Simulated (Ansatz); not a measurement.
# Ir-Tc mixtures: scan of ordered alloys across composition

A script is to give a scan of ordered alloys across composition; the system is Ir-Tc mixtures.

All numbers are computed with Ansatz 0.2.0 through its Python package. Level of theory: DFT LDA, plane waves, PAW.

## 1. Starting point

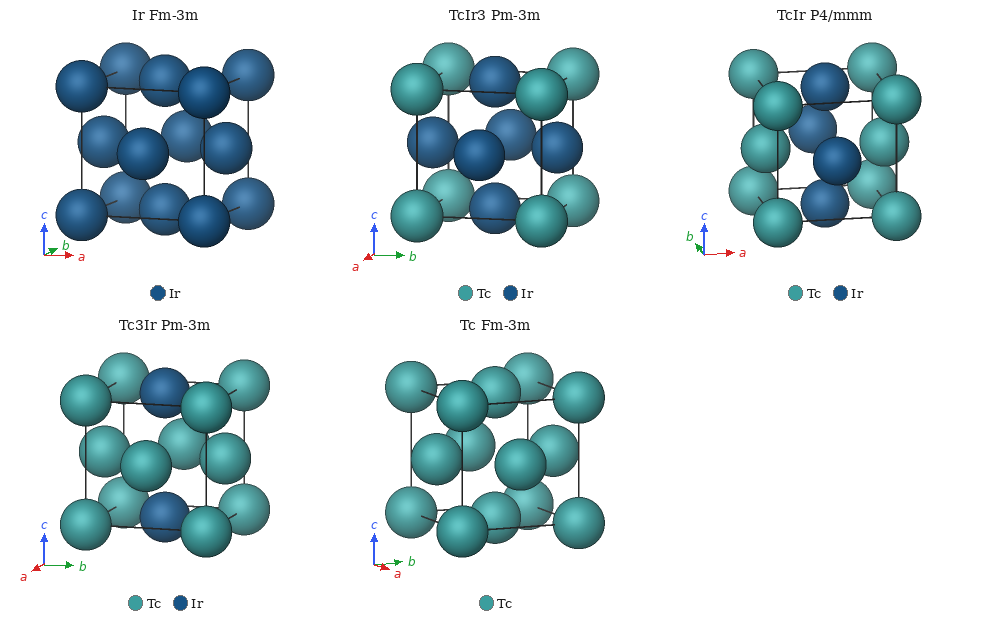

The starting structures, one conventional cell each, each at its own scale.

The script holds or builds the structure itself.

## 2. Script

Input file run_alloy.py:

```python
# -*- coding: utf-8 -*-
from collections import Counter

import ansatz
import numpy as np

TOLERANCE = 1e-06
BETA = 0.7
CUTOFF_EV = 630
KSPACING = 0.39
SMEARING = "fermi_dirac"
SIGMA = 0.05


def fcc(A, a):
    return (
        ansatz.Lattice.fcc(a)
        .space_group(225)
        .atom(A, [0, 0, 0])
        .primitive()
    )

A_FIRST, A_LAST = 3.83, 3.85


def ground_state(name, crystal):
    calc = (
        crystal.calculation()
        .scf(tolerance=TOLERANCE)
        .mixing("anderson", beta=BETA)
        .functional(ansatz.Functional.LDA)
        .basis(CUTOFF_EV, density_ratio=6)
        .kpoints(spacing=KSPACING)
        .occupations(SMEARING, width=SIGMA)
        .band_table()
    )
    calc = calc.relax(force_tolerance=0.03, max_steps=40, fix_cell=["shape"])
    return calc.run(threads=1, backend="cpu")


def volume_per_atom(outcome):
    return abs(np.linalg.det(outcome.lattice.cell_ang)) / len(outcome.lattice.sites)


def counts(outcome):
    return Counter(site.symbol for site in outcome.lattice.sites)


def main():
    phases = {}
    for k in range(4 + 1):
        a = A_FIRST + (A_LAST - A_FIRST) * k / 4
        cell = fcc("Ir", a).conventional().resolved()
        sites = [site.position for site in cell.sites if site.symbol == "Ir"]
        for position in sites[:k]:
            cell = cell.substitution("Tc", at=position, replaces="Ir")
        phases[f"Ir{4 - k}Tc{k}"] = cell.resolved()

    done = {}
    for name, crystal in phases.items():
        done[name] = ground_state(name, crystal)
        print(f"{name}: {done[name].report['energy_sigma0_ev']:.4f} eV, {len(done[name].lattice.sites)} atoms")

    # mixing quantities against the straight line between the end members, both on this lattice
    x = {name: counts(o)["Tc"] / (counts(o)["Ir"] + counts(o)["Tc"]) for name, o in done.items()}
    first, last = min(x, key=x.get), max(x, key=x.get)
    energy = {name: o.report["energy_sigma0_ev"] / len(o.lattice.sites) for name, o in done.items()}
    volume = {name: volume_per_atom(o) for name, o in done.items()}
    rows = []
    for name in sorted(done, key=x.get):
        line = lambda table: (1 - x[name]) * table[first] + x[name] * table[last]
        rows.append((name, x[name], 1000 * (energy[name] - line(energy)), volume[name], 100 * (volume[name] / line(volume) - 1)))
    print("      cell       x(Tc)  E_mix (meV/atom)  V (A^3/atom)  excess V (%)")
    for row in rows:
        print(f"{str(row[0]):>10}  {row[1]:10.3f}  {row[2]:+16.1f}  {row[3]:12.3f}  {row[4]:+12.2f}")


if __name__ == "__main__":
    main()
```

## 3. Running it

The run is started by

```
> python run_alloy.py
```

Standard output:

```text
DeckWarning: scf.convergence.dr2_threshold = 1e-6 eV is looser than this run's default, which is 1e-7 eV or tighter. The error in the forces grows as the threshold's square root, so leave the key out unless less accurate forces are enough
DeckWarning: relax.cell: scf.convergence.dr2_threshold = 1e-6 eV is looser than the 4e-10 eV advised for a relaxation that steers and ends on the stress (1e-10 eV for each atom of the cell: 4). What an SCF threshold leaves in a stress goes as its square root, and in the free energy as the threshold itself, and one [...]
Ir4Tc0: -46653.6128 eV, 4 atoms
Ir3Tc1: -40272.0772 eV, 4 atoms
Ir2Tc2: -33890.0167 eV, 4 atoms
Ir1Tc3: -27507.6864 eV, 4 atoms
Ir0Tc4: -21124.6728 eV, 4 atoms
      cell       x(Tc)  E_mix (meV/atom)  V (A^3/atom)  excess V (%)
    Ir4Tc0       0.000              +0.0        13.838         +0.00
    Ir3Tc1       0.250            -174.8        13.753         -0.65
    Ir2Tc2       0.500            -218.5        13.764         -0.60
    Ir1Tc3       0.750            -194.7        13.780         -0.52
    Ir0Tc4       1.000              +0.0        13.856         +0.00
```

(Warnings from the package without file and line, shortened.)

Run time: 67 s. Hardware: 1 thread of Intel Xeon Platinum 8259CL at 2.50GHz (Skylake/Cascade Lake), shared host; peak memory 0.49 GiB.

## 4. The runs side by side

From the records of these 5 runs:

| run | system | space group at the end | energy (eV/atom) | from the elements (meV/atom) | final volume (Å³/atom) | pressure (GPa) | SCF cycles in all | CPU time (s) |
| --- | --- | --- | --- | --- | --- | --- | --- | --- |
| 1 | Ir (4 atoms) | Fm-3m | -11663.4032 | 0.0 | 13.84 | 0.01 | 16 | 8.9 |
| 2 | TcIr3 (4 atoms) | Pm-3m | -10068.0193 | -174.8 | 13.75 | 0.05 | 29 | 12 |
| 3 | TcIr (4 atoms) | P4/mmm | -8472.5042 | -218.5 | 13.76 | 0.00 | 29 | 21 |
| 4 | Tc3Ir (4 atoms) | Pm-3m | -6876.9216 | -194.7 | 13.78 | 0.00 | 27 | 14 |
| 5 | Tc (4 atoms) | Fm-3m | -5281.1682 | 0.0 | 13.86 | 0.03 | 18 | 9.6 |

Energies are extrapolated to zero smearing width, as in the script. Totals carry meaning only in balanced differences at one level of theory.

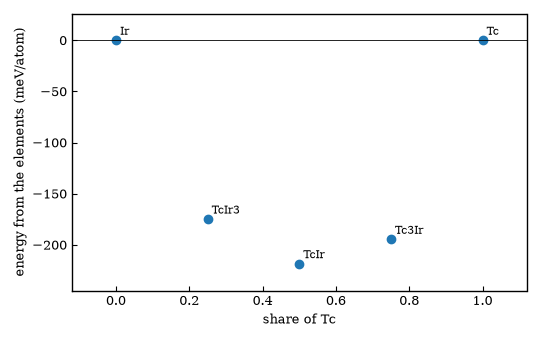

Energy from the elements against composition.

## 5. Path of the relaxation of run 3

Step by step:

```csv
step,E - E(step 1) (eV/cell),largest force component (eV/Å),pressure (GPa),volume (Å³)
1,0.0000,0.0000,-10.05,56.62
2,0.1409,0.0000,22.86,52.23
3,-0.0501,0.0000,-1.03,55.21
4,-0.0506,0.0000,0.06,55.05
5,-0.0506,0.0000,0.00,55.06
6,-0.0505,0.0000,0.00,55.06
```

Step 1 is the start. Step 6 repeats the geometry before it on a plane-wave basis chosen anew for that cell, so its energy need not be comparable with the rows above. Step 2 was tried and not accepted.

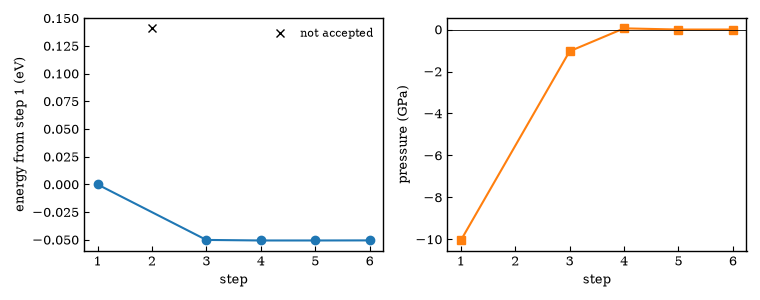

Energy and pressure along the relaxation.

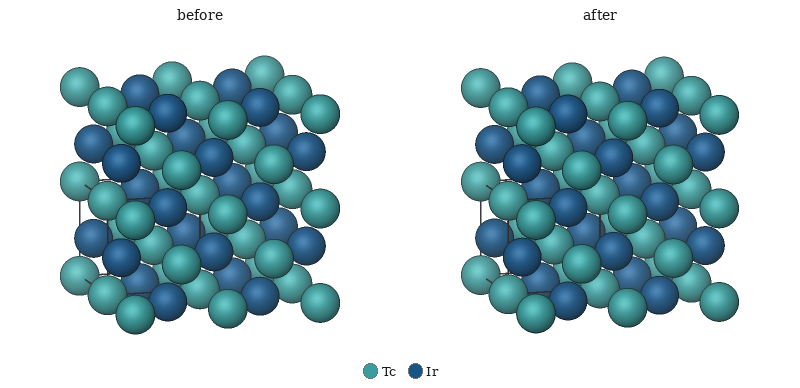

Before and after, at one scale. The change is too small to see at this scale.

|  | before | after | change |
| --- | --- | --- | --- |
| a (Å) | 3.840 | 3.804 | -0.9 % |
| b (Å) | 3.840 | 3.804 | -0.9 % |
| c (Å) | 3.840 | 3.804 | -0.9 % |
| volume (Å³/atom) | 14.16 | 13.76 | -2.8 % |
| shortest distance (Å) | 2.715 | 2.690 | -0.9 % |
| space group (0.01 Å) | P4/mmm | P4/mmm | same |

Forces and stress were held to the start's 32 operations: a distortion of lower symmetry was not tested.

## 6. How the relaxation of run 5 went

Relaxation path:

| step | energy from step 1 (eV/cell) | largest force component (eV/Å) | pressure (GPa) | volume (Å³) |
| --- | --- | --- | --- | --- |
| 1 | 0.0000 | 0.0000 | -9.11 | 57.07 |
| 2 | 0.0820 | 0.0000 | 17.10 | 52.90 |
| 3 | -0.0476 | 0.0000 | -0.69 | 55.55 |
| 4 | -0.0478 | 0.0000 | 0.03 | 55.42 |
| 5 | -0.0477 | 0.0000 | 0.03 | 55.42 |

Step 1 is the start. Step 5 repeats the geometry before it on a plane-wave basis chosen anew for that cell, so its energy need not be comparable with the rows above. Step 2 was tried and not accepted.

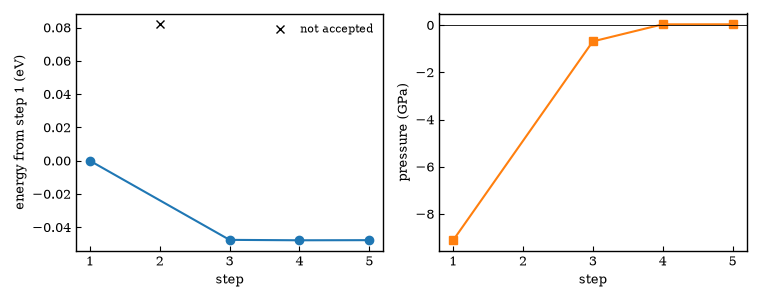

Energy and pressure along the relaxation.

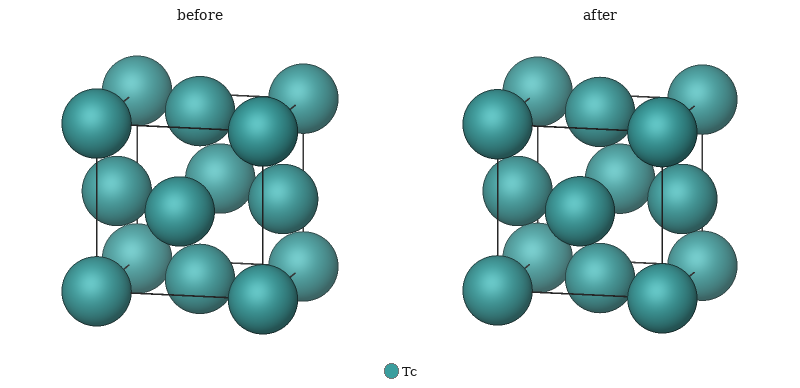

Before and after, at one scale. The change is too small to see at this scale.

|  | before | after | change |
| --- | --- | --- | --- |
| a (Å) | 3.850 | 3.813 | -1.0 % |
| b (Å) | 3.850 | 3.813 | -1.0 % |
| c (Å) | 3.850 | 3.813 | -1.0 % |
| volume (Å³/atom) | 14.27 | 13.86 | -2.9 % |
| shortest distance (Å) | 2.722 | 2.696 | -1.0 % |
| space group (0.01 Å) | Fm-3m | Fm-3m | same |

The run keeps the 192 symmetry operations of the start, so it could not have lowered the symmetry.

## 7. Outcome

| quantity | value |
| --- | --- |
| runs compared | 5 |
| energy of TcIr3 (run 2) from the elements | -175 meV/atom |
| energy of TcIr (run 3) from the elements | -218 meV/atom |
| energy of Tc3Ir (run 4) from the elements | -195 meV/atom |

What this shows: Mixing energies: -175 meV an atom at x(Tc) = 0.25 (volume -0.6 % off the straight line), -218 meV an atom at x(Tc) = 0.50 (volume -0.6 % off the straight line) and -195 meV an atom at x(Tc) = 0.75 (volume -0.5 % off the straight line). All are negative, so these cells are favoured over the separated end members on this lattice. In run 3, over 3 moves the cell shrank by 2.8 % in volume, and the space group stayed P4/mmm. In run 5, the volume shrank by 2.9 % over 2 moves, and the space group stayed Fm-3m. Caveats:
- The run is spin-unpolarised.
- For the metals among these cells the mesh is coarse, so their volumes and pressures are rough.
- Atoms and volume are relaxed with the cell's shape held, which in cells of lower than cubic symmetry can hide stresses and shift volumes.
- Spin-orbit coupling, which matters for elements this heavy, is left out.
- These are small ordered cells, with both end members on the same lattice, which need not be their own; they aren't random solutions. Differences under about 40 meV an atom lie within the error of mesh and functional.
- The cells are prototypes set up for this calculation and needn't exist.
